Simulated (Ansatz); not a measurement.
AlNH$_{5}$Cl: several calculations on one system

### Relaxation

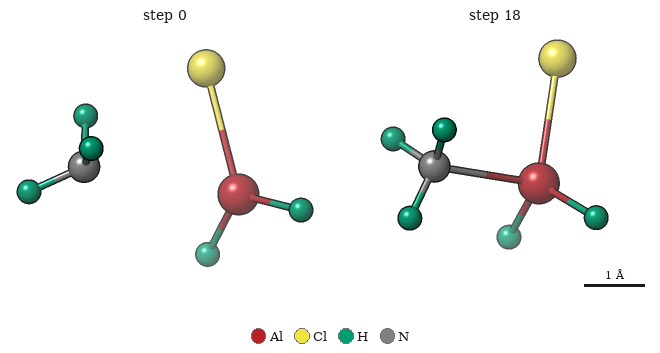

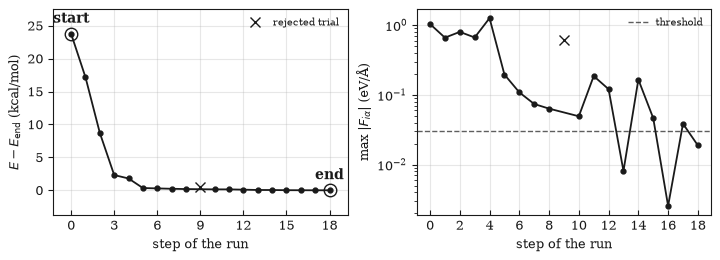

First and last geometry of a relaxation of AlNH5Cl, with the history of the run. Style: ball-and-stick. Shown at a tilt.

The run prepares an end point of a later path (reaction) calculation, from a guessed geometry.

Computed with RKS B3LYP-D4/6-31G* (Ansatz).

Input
```yaml
crystal:
  periodic: [false, false, false]
  atoms:
    - { symbol: Al, position_ang: [0.030042, 0.407279, -0.056384] }
    - { symbol: Cl, position_ang: [-0.135547, 0.545079, 2.140903] }
    - { symbol: H, position_ang: [1.480928, 0.566675, -0.647741] }
    - { symbol: H, position_ang: [-1.342532, 0.42345, -0.828905] }
    - { symbol: "N", position_ang: [0.097123, -2.517906, 0.957278] }
    - { symbol: H, position_ang: [-0.543586, -3.291483, 0.793917] }
    - { symbol: H, position_ang: [1.015023, -2.906062, 1.162662] }
    - { symbol: H, position_ang: [-0.214251, -2.009532, 1.807171] }
basis:
  gaussian: { orbitals: "6-31G*" }
hamiltonian:
  xc: b3lyp
  dispersion: d4
relax:
  f_tol: 0.03
  max_steps: 50
```

Run as
```bash
ansatz run input.yaml --threads 1 --pin off --max-ram 2048MiB --backend cpu --events-out ev --progress --plain --runs-dir out
```

Read the history and describe the run.

It converged. The energy falls by 23.8 kcal/mol in 17 accepted moves (18 points after the start). The largest force component goes from 1 to 0.019 eV/Å. The line search rejected the trial step at point 9 of the run. The forces were under the threshold at step 13, but the run went on from there. The atom that moves furthest after the best rigid fit is H6 (0.97 Å). By element the largest moves are H 0.97 Å, Al 0.60 Å, N 0.45 Å, Cl 0.42 Å. Near-neighbour distances that change, for instance: Al1–N5 3.097 → 2.064 Å, Al1–Cl2 2.208 → 2.170 Å, N5–H8 1.038 → 1.022 Å, Al1–H3 1.575 → 1.591 Å. New bonds form, among them: Al1–N5 (3.10 → 2.06 Å). Among the angles between lasting bonds that change: H3–Al1–H4 128.1° → 121.8°.

Limits of the set-up: the start holds two separate molecules, 2.6 Å apart at their closest, whose relative position is a soft coordinate.

### Relaxation

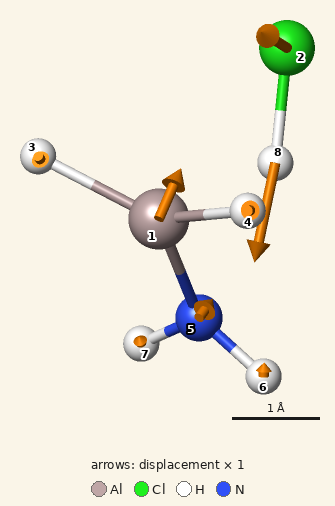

This is a relaxation of AlNH5Cl. The starting structure is drawn; orange arrows show the displacements, at their true length. The two geometries are superimposed by the best rigid fit.

Style: ball-and-stick. Shown from a free direction.

The run prepares an end point of a later path (reaction) calculation, from a guessed geometry.

Method: Ansatz, RKS B3LYP-D4/6-31G*. (no spin polarisation; force threshold 0.03 eV/Å; at most 50 steps)

Question: What happened in the run?

Answer: H8 moves most after the best rigid fit: 1.18 Å. By element the largest moves are H 1.18 Å, Cl 0.96 Å, Al 0.71 Å, N 0.37 Å. Some distances before and after: Cl2–H8 1.341 → 2.858 Å, Al1–Cl2 3.430 → 2.173 Å, N5–H8 2.250 → 1.021 Å, Al1–N5 1.877 → 2.074 Å. New bonds form, among them: Al1–Cl2 (3.43 → 2.17 Å), N5–H8 (2.25 → 1.02 Å). Bonds break, among them: Cl2–H8 (1.34 → 2.86 Å). Among the angles between lasting bonds that change: H3–Al1–N5 116.9° → 101.7°, H4–Al1–N5 116.4° → 101.7°, Al1–N5–H6 122.1° → 112.7°. After 16 accepted moves (17 points after the start) the energy has fallen by 206.5 kJ/mol. Largest force component: 1.3 eV/Å at the start, 0.025 eV/Å at the end. The line search rejected the trial step at point 16 of the run.

Limits of the set-up: the start holds two separate molecules, 2.2 Å apart at their closest, whose relative position is a soft coordinate.

### Path

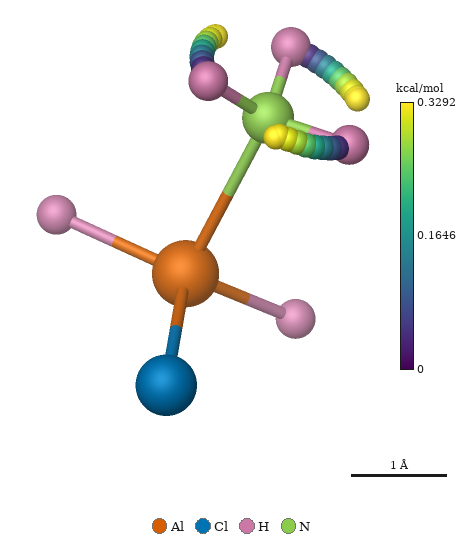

A nudged-elastic-band calculation for AlNH₅Cl. Images are numbered from 0 (start) to 10 (end). The start is drawn whole; smaller spheres mark the moving atoms (H) in the later images, joined by lines and coloured by the energy of the image relative to the start. Style: ball-and-stick. Shown from a free direction.

Level of theory: RKS B3LYP-D4/6-31G* (Ansatz). Settings: 9 movable images; climbing image; force threshold 0.03 eV/Å; iteration limit 60; starting path through a guess of the saddle point.

Question: What moves, how far, and at what cost in energy?

Answer: No bond forms or breaks between the ends. No barrier shows: the energy is highest at the end, and the end lies 0.33 kcal/mol above the start. The band converged in 14 iterations. The largest component of the band force went from 9.3 to 0.017 eV/Å.

Cost: 2.7 min on 1 thread of Intel(R) Xeon(R) 6975P-C (Granite Rapids), with other jobs on the host, peak memory 0.14 GiB.
